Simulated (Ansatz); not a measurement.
# One shape, several levels: doublet C6H6O+

We compute a comparison of 6 runs (UHF/6-31G*, U-r2SCAN/6-31G*, UBHLYP/6-31G*, UBLYP/6-31G*, RPA@PBE/6-31G*, UMP2/6-31G*) of doublet C6H6O+. 

The calculation is run with Ansatz 0.2.0.

37 further runs of the same task are left out: 37 set aside as unsound or not needed.

### 1 The structure to begin with

The species is C6H6O+ (13 atoms), meant as a doublet with charge +1. SMILES of the parent species: `C=Cc1ccco1`. The shape is that of a PBE0-D4/def2-TZVP optimisation. This is one conformer, not always the lowest. That shape belongs to the parent species and isn't relaxed for this state.

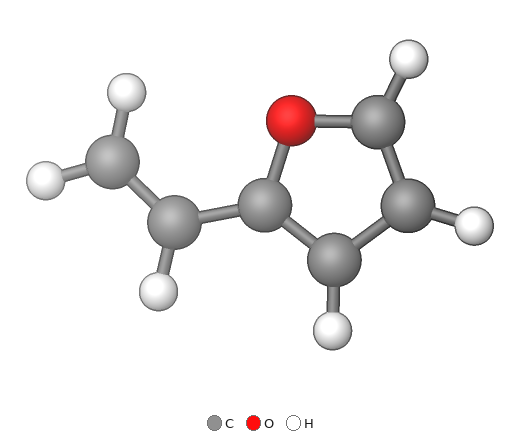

The structure, seen from a chosen angle (carbon grey, oxygen red, hydrogen white).

### 2 A single-point energy at UHF/6-31G(d) (spherical functions) (run 1)

in.yaml

```yaml
crystal:
  periodic: [false, false, false]
  atoms:
    - symbol: C
      position_ang: [1.598400, 0.733400, 1.772100]
    - symbol: C
      position_ang: [1.254100, -0.233100, 0.921900]
    - symbol: C
      position_ang: [0.143000, -0.191300, 0.011000]
    - symbol: C
      position_ang: [-0.316800, -1.095400, -0.901000]
    - symbol: C
      position_ang: [-1.454700, -0.508100, -1.518200]
    - symbol: C
      position_ang: [-1.603500, 0.706800, -0.938200]
    - symbol: O
      position_ang: [-0.645400, 0.913600, -0.011500]
    - symbol: H
      position_ang: [1.036900, 1.657700, 1.835900]
    - symbol: H
      position_ang: [2.453300, 0.619900, 2.426000]
    - symbol: H
      position_ang: [1.834100, -1.149900, 0.878500]
    - symbol: H
      position_ang: [0.113200, -2.064000, -1.101100]
    - symbol: H
      position_ang: [-2.078900, -0.930600, -2.289000]
    - symbol: H
      position_ang: [-2.313300, 1.506300, -1.071600]
basis:
  gaussian:
    orbitals: 6-31G_st_-spherical.json
total_charge: 1
magnetization:
  spin_polarized: true
  initial_magnetization: 1
hamiltonian:
  xc: hf
accuracy: high
output: {orbitals: {seedname: orbitals}}
```

The basis set 6-31G* is read from a file made from the Basis Set Exchange's data (not shown).

On the command line:

```bash
$ ansatz run in.yaml --threads 1 --pin off --max-ram 3480MiB --events-out events.jsonl --progress --plain --runs-dir runs
```

Log:

```text
Warning: RAYON_NUM_THREADS=1 ignored (pool sized by the plan → 1); use --threads N
Functional definition: HF
  name "HF"
  exchange = exact_x
  correlation = 0
2729 factors; integrals over basis functions are off by at most 7.2e-9 eV
mean field evaluation 1: about -8302.5395 eV, gradient 2.7e1 eV
mean field evaluation 2: about -8302.5482 eV, gradient 2.7e1 eV
mean field evaluation 4: about -8306.6011 eV, gradient 4.2e0 eV
mean field evaluation 8: about -8306.8403 eV, gradient 4.2e-1 eV
mean field evaluation 16: about -8306.8515 eV, gradient 1.4e-7 eV
mean field evaluation 32: about -8306.6787 eV, gradient 1.1e0 eV
mean field -8306.85147146 eV, -305.2711609901 hartree, gradient 2.3e-8 eV, S^2 0.960644; 0 other end points of the search recorded, 0 dependent functions left out
reference -8306.85147146 eV, -305.2711609901 hartree; 25, 24 occupied and 85, 86 virtual orbitals, 2729 factors
Total energy: -8306.85147146 eV, -305.2711609901 hartree
```

It took 14 s on 1 thread of Arm Neoverse V1, shared host; peak memory 0.5 GiB.

### 3 A single-point energy at U-r2SCAN/6-31G(d) (spherical functions) (run 2)

job.yaml

```yaml
basis:
  gaussian:
    orbitals: 6-31G_st_-spherical.json
crystal:
  periodic: [false, false, false]
  atoms:
    - {symbol: C, position_ang: [1.598400, 0.733400, 1.772100]}
    - {symbol: C, position_ang: [1.254100, -0.233100, 0.921900]}
    - {symbol: C, position_ang: [0.143000, -0.191300, 0.011000]}
    - {symbol: C, position_ang: [-0.316800, -1.095400, -0.901000]}
    - {symbol: C, position_ang: [-1.454700, -0.508100, -1.518200]}
    - {symbol: C, position_ang: [-1.603500, 0.706800, -0.938200]}
    - {symbol: O, position_ang: [-0.645400, 0.913600, -0.011500]}
    - {symbol: H, position_ang: [1.036900, 1.657700, 1.835900]}
    - {symbol: H, position_ang: [2.453300, 0.619900, 2.426000]}
    - {symbol: H, position_ang: [1.834100, -1.149900, 0.878500]}
    - {symbol: H, position_ang: [0.113200, -2.064000, -1.101100]}
    - {symbol: H, position_ang: [-2.078900, -0.930600, -2.289000]}
    - {symbol: H, position_ang: [-2.313300, 1.506300, -1.071600]}
total_charge: 1
magnetization:
  spin_polarized: true
  initial_magnetization: 1
hamiltonian:
  xc: {name: r2SCAN}
accuracy: high
output: {orbitals: {seedname: orbitals}}
```

The basis set 6-31G* is read from a file made from the Basis Set Exchange's data (not shown).

On the command line:

```bash
$ ansatz run job.yaml --threads 1 --pin off --max-ram 3480MiB --events-out events.jsonl --progress --plain --runs-dir runs
```

Log:

```text
Warning: RAYON_NUM_THREADS=1 ignored (pool sized by the plan → 1); use --threads N
Functional definition: r2SCAN
  name "r2SCAN"
  parameter k0 = 0.174
  parameter k1 = 0.065
  parameter a1 = 4.9479
  exchange = r2scan_x(k0 = k0, k1 = k1, a1 = a1)
  correlation = r2scan_c
2729 factors; integrals over basis functions are off by at most 7.2e-9 eV
mean field evaluation 1: about -8343.2238 eV, gradient 4.4e1 eV
mean field evaluation 2: about -8340.2850 eV, gradient 5.3e1 eV
mean field evaluation 4: about -8352.6957 eV, gradient 3.7e0 eV
mean field evaluation 8: about -8352.7638 eV, gradient 4.5e-1 eV
mean field evaluation 16: about -8352.7658 eV, gradient 7.7e-4 eV
mean field evaluation 32: about -8352.7658 eV, gradient 1.5e-7 eV
mean field -8352.76576395 eV, -306.9584801173 hartree, gradient 3.3e-8 eV, S^2 0.777573; 0 other end points of the search recorded, 0 dependent functions left out
reference -8352.76576518 eV, -306.9584801624 hartree; 25, 24 occupied and 85, 86 virtual orbitals, 2729 factors
Total energy: -8352.76576518 eV, -306.9584801624 hartree
```

Run time: 48 s. Hardware: 1 thread of Arm Neoverse V1, shared host; peak memory 0.63 GiB.

Runs 3 to 5 aren't shown in full; the table further down has their settings and results.

### 4 A single-point energy at UMP2/6-31G(d) (spherical functions) (run 6)

molecule.yaml

```yaml
crystal:
  periodic: [false, false, false]
  atoms:
    - symbol: C
      position_ang: [1.598400, 0.733400, 1.772100]
    - symbol: C
      position_ang: [1.254100, -0.233100, 0.921900]
    - symbol: C
      position_ang: [0.143000, -0.191300, 0.011000]
    - symbol: C
      position_ang: [-0.316800, -1.095400, -0.901000]
    - symbol: C
      position_ang: [-1.454700, -0.508100, -1.518200]
    - symbol: C
      position_ang: [-1.603500, 0.706800, -0.938200]
    - symbol: O
      position_ang: [-0.645400, 0.913600, -0.011500]
    - symbol: H
      position_ang: [1.036900, 1.657700, 1.835900]
    - symbol: H
      position_ang: [2.453300, 0.619900, 2.426000]
    - symbol: H
      position_ang: [1.834100, -1.149900, 0.878500]
    - symbol: H
      position_ang: [0.113200, -2.064000, -1.101100]
    - symbol: H
      position_ang: [-2.078900, -0.930600, -2.289000]
    - symbol: H
      position_ang: [-2.313300, 1.506300, -1.071600]
basis:
  gaussian:
    orbitals: 6-31G_st_-spherical.json
total_charge: 1
magnetization:
  spin_polarized: true
  initial_magnetization: 1
correlation:
  method: mp2
  frozen_orbitals: {C: 1, H: 0, O: 1}
accuracy: high
```

The basis set 6-31G* is read from a file made from the Basis Set Exchange's data (not shown).

On the command line:

```bash
$ ansatz run molecule.yaml --threads 1 --pin off --max-ram 3480MiB --events-out events.jsonl --progress --plain --runs-dir runs
```

Log:

```text
Warning: RAYON_NUM_THREADS=1 ignored (pool sized by the plan → 1); use --threads N
[... 4 set-up lines as earlier in the session ...]
2729 factors; integrals over basis functions are off by at most 7.2e-9 eV
mean field evaluation 1: about -8302.5395 eV, gradient 2.7e1 eV
mean field evaluation 2: about -8302.5482 eV, gradient 2.7e1 eV
mean field evaluation 4: about -8306.6011 eV, gradient 4.2e0 eV
mean field evaluation 8: about -8306.8403 eV, gradient 4.2e-1 eV
mean field evaluation 16: about -8306.8515 eV, gradient 1.4e-7 eV
mean field -8306.85147146 eV, -305.2711609901 hartree, gradient 2.3e-8 eV, S^2 0.960644; 2 other end points of the search recorded, 0 dependent functions left out
7 core orbitals not correlated: weight in the atoms' cores, before any rotation towards them, 1.000 or more for the frozen orbitals, at most 0.000 for the correlated occupied ones
reference -8306.85147146 eV, -305.2711609901 hartree; 18, 17 occupied and 85, 86 virtual orbitals, 2729 factors
second order -23.64449118 eV of doubles, -0.00000000 eV of singles
Total energy: -8330.49596265 eV, -306.1400800143 hartree
```

It took 14 s on 1 thread of Arm Neoverse V1, shared host; peak memory 0.49 GiB.

### 5 All runs side by side

| run | level | frozen core orbitals | energy (Eh) | HOMO energy (eV) | LUMO energy (eV) | ⟨S²⟩ | wall time |
| --- | --- | --- | --- | --- | --- | --- | --- |
| 1 | UHF/6-31G* (spherical functions) | – | -305.271161 | -15.03 | -5.54 | 0.961 | 14 s |
| 2 | U-r2SCAN/6-31G* (spherical functions) | – | -306.958480 | -11.75 | -10.36 | 0.778 | 48 s |
| 3 | UBHLYP/6-31G* (spherical functions) | – | -306.957060 | -13.33 | -8.64 | 0.800 | 30 s |
| 4 | UBLYP/6-31G* (spherical functions) | – | -307.021555 | -11.12 | -10.38 | 0.756 | 23 s |
| 5 | RPA@PBE/6-31G* (spherical functions) | 7 | -306.608236 | – | – | 0.757 | 41 s |
| 6 | UMP2/6-31G* (spherical functions) | 7 | -306.140080 | – | – | 0.961 | 14 s |

### 6 Summary of results

| quantity | value |
| --- | --- |
| run 6: total energy | -306.14008 Eh |
| run 6: correlation energy (7 core orbitals frozen) | -868.9 mEh |
| run 6: ⟨S²⟩ of the reference determinant | 0.961 |

What this shows: Totals of different functionals can't be ranked against each other. Spin contamination of the reference: run 1 ⟨S²⟩ = 0.96, run 6 ⟨S²⟩ = 0.96. All runs together took 2.8 min, the longest 48 s.
